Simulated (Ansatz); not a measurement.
The relaxed structure here is a generated cell of SnO: the first start was made by placing the elements on the sites of a structure type, and the end was not matched to a known phase here, so it may be hypothetical. Known forms of SnO include space group No. 129.

A relaxed structure of SnO. Space group P2₁/m (No. 11). Level of theory: PBEsol (plane waves to 420 eV, PAW, scalar-relativistic; Ansatz, an electronic-structure program).

```xyz
8
Lattice="6.3536 0.0000 0.0000 0.0000 3.4564 0.0000 -2.7929 0.0000 6.2813" Properties=species:S:1:pos:R:3 pbc="T T T"
Sn     0.0955     0.8641     3.0730
Sn     3.4651     2.5923     3.2084
Sn    -1.1159     0.8641     6.2696
Sn     4.6765     2.5923     0.0117
O     -0.1593     2.5923     5.4114
O      4.4806     0.8641     4.0952
O      3.7199     0.8641     0.8699
O     -0.9199     2.5923     2.1861
```

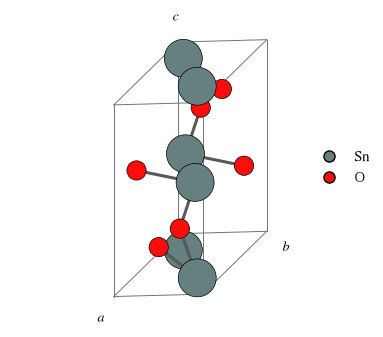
Figure: The conventional cell of the relaxed structure

- Volume per atom: 17.24 Å³
- Band gap: 0.91 eV, indirect (valence top at Γ, conduction bottom at 13 % of the way from C2 to Y2) (no spin-orbit coupling)
- Smallest direct gap: 1.31 eV at k = (0.1667, 0, 0.1667)
- Shortest distances: O–Sn 2.15 Å; O–O 2.68 Å; Sn–Sn 3.42 Å
- k-mesh: 6×10×6

Band energies at high-symmetry points (eV from the VBM; labels of this space group; no spin-orbit coupling), from −5 eV up to 5.1 eV:

```csv
point,energies
Γ,-4.62 -4.12 -4.03 -3.69 -3.50 -2.99 -2.41 -1.73 -1.29 0.00 1.52 2.14 2.31 4.73 4.78
Z,-4.58 -4.58 -4.10 -4.10 -2.84 -2.84 -2.16 -2.16 -1.39 -1.39 1.80 1.80 3.28 3.28 3.61 3.61
D,-4.94 -4.94 -3.82 -3.82 -2.84 -2.84 -2.07 -2.07 -1.23 -1.23 2.14 2.14 2.72 2.72 3.71 3.71
B,-4.78 -4.60 -4.52 -3.52 -3.37 -3.01 -2.28 -1.89 -0.63 -0.57 1.65 2.10 3.49 3.98 4.51 4.82
A,-4.06 -4.04 -3.76 -3.74 -3.32 -2.98 -2.62 -2.40 -1.74 -1.69 2.39 2.56 3.16 3.62 4.64 4.85
E,-4.23 -4.23 -4.04 -4.04 -2.86 -2.86 -2.33 -2.33 -0.68 -0.68 1.65 1.65 2.27 2.27 3.37 3.37
C2,-4.98 -4.98 -3.85 -3.85 -2.65 -2.65 -1.93 -1.93 -1.15 -1.15 1.08 1.08 3.03 3.03 4.18 4.18
Y2,-4.79 -4.56 -4.12 -3.40 -3.30 -3.01 -2.73 -2.05 -1.09 -0.66 1.51 1.70 2.84 3.41
```

No spin polarisation in the result.

It was reached from a disturbed copy of a P6₃/mmc (No. 194) cell (NiAs type), against which it lies -0.44 eV/atom.
